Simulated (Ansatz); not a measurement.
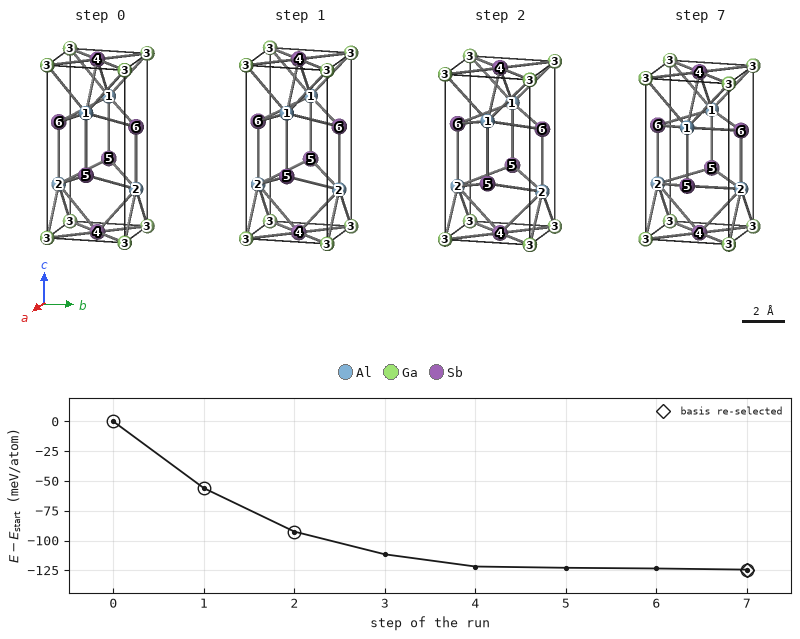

Frames of a relaxation of solid Al2GaSb3 (a generated structure, set up in P-4m2) (coarse preliminary run), marked on the history of the run. The picture is a ball-and-stick view of the cell of the calculation, seen slightly off an axis.

Level of theory: DFT PBE, scalar-relativistic, plane waves, PAW in Ansatz.

Input
```yaml
crystal:
  lattice:
    - [3.89281616, 0.0, 0.0]
    - [0.0, 3.89281616, 0.0]
    - [0.0, 0.0, 8.53956115]
  atoms:
    - { symbol: Al, position: [0.0, 0.5, 0.73723203] }
    - { symbol: Al, position: [0.5, 0.0, 0.26276797] }
    - { symbol: Ga, position: [0.0, 0.0, 0.0] }
    - { symbol: Sb, position: [0.5, 0.5, 0.0] }
    - { symbol: Sb, position: [0.0, 0.5, 0.37740001] }
    - { symbol: Sb, position: [0.5, 0.0, 0.62259999] }
basis:
  ecutwfc: 420
kpoints:
  mp_grid: { grid: [4, 4, 2] }
hamiltonian:
  xc: pbe
scf:
  occupations: { method: gaussian, width: 0.1 }
  lower_state_search: "off"
output:
  forces: true
  stress: true
  eigenvalues: true
relax:
  adjacent_minimum: "off"
  f_tol: 0.04
  max_steps: 70
  cell: { stress_tol: 0.4 }
```

Command:
```bash
ansatz run input.yaml --threads 1 --pin off --max-ram 2560MiB --backend cpu --events-out ev --progress --plain --runs-dir out
```

> What happens along the run?

Over 6 accepted moves (7 points after the start) the energy falls by 124 meV per atom. Largest force component: 0.084 eV/Å at the start, 0.003 eV/Å at the end. Pressure: 5.18 GPa at the start and 0.08 GPa at the end. The SCF was repeated once at an unchanged geometry on a basis and grid sized afresh for the cell, which shifted the energy by 1.0 meV per atom at most. The largest moves relative to the cell, 0.24 Å, are those of Sb5 and Sb6. Sb6 goes along +c. By element the largest moves are Sb 0.24 Å, Al 0.21 Å. Ga stays in place. The volume changes by +7.9 %, with a = b 3.893 → 4.190 Å (+7.6 %), c 8.540 → 7.954 Å (−6.9 %). Near-neighbour distances that change, for instance: Ga3–Sb4 2.753 → 2.963 Å, Al1–Sb5 3.073 → 2.886 Å, Al1–Ga3 2.970 → 3.114 Å, Al1–Sb4 2.970 → 3.114 Å. Bond angles that change, for instance: Al1–Sb6–Al1 140.8° → 162.4°, Al1–Sb6–Al2 109.6° → 98.8°, Al1–Sb6–Al1 83.6° → 88.7°. The space group stays P-4m2 (No. 115). Cost: 42 s on 1 thread of Arm Neoverse V2, with other jobs on the host, peak memory 0.38 GiB. From step 0 to 1: Sb atoms move most (0.03 Å), volume +10.3 %, energy −56.0 meV per atom. From step 1 to 2: Sb atoms move most (0.16 Å), volume +4.2 %, energy −36.5 meV per atom. From step 2 to 7: Al atoms move most (0.18 Å), volume −6.0 %, energy −31.9 meV per atom.

Limits of the set-up: the k-point mesh is coarse for a cell with partly filled bands.
